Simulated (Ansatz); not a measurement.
Reaction (SMILES): [SiH3] (SiH3) → SiH3+ (singlet, bonded as [SiH3]) + e-
B3LYP-D3(BJ)/def2-TZVP geometries, fixed; electronic energies without zero-point terms.
Largest species:
```xyz
4

Si    -0.0021     0.0010     0.0803
H      0.0008     1.4066    -0.3921
H      1.2360    -0.7020    -0.3341
H     -1.2075    -0.7183    -0.3975
```
Charge 0, spin multiplicity 2.

Basis-set convergence of the adiabatic ionisation energy at CCSD(T) with Ansatz (an electronic-structure program). All functions are spherical. Cores are frozen. Open shells are unrestricted. No added dispersion term, no relativity. Functions are those of the species that has most. Reference: Hartree-Fock in cc-pV(Q+d)Z plus the correlation part extrapolated as X^-3 from cc-pV(T+d)Z and cc-pV(Q+d)Z, 8.086 eV, itself unsure by roughly 0.006 eV (a third of the extrapolation step and of the last Hartree-Fock step). Deviations are taken from unrounded values.

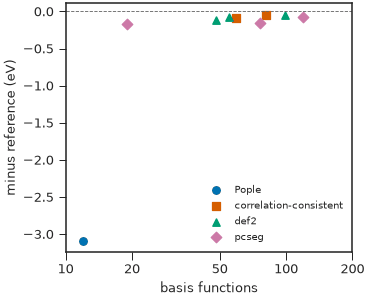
Fig. 1. Deviation from the reference against the number of basis functions, by family of sets.

```csv
basis,functions,adiabatic ionisation energy (eV),minus reference (eV)
STO-3G,12,4.999,-3.087
pcseg-0,19,7.915,-0.171
def2-SVPD,48,7.976,-0.110
def2-TZVP,55,8.008,-0.078
aug-cc-pV(D+d)Z,59,7.992,-0.093
pcseg-2,76,7.933,-0.153
cc-pV(T+d)Z,81,8.042,-0.043
def2-TZVPPD,99,8.040,-0.046
aug-pcseg-2,119,8.016,-0.070
```
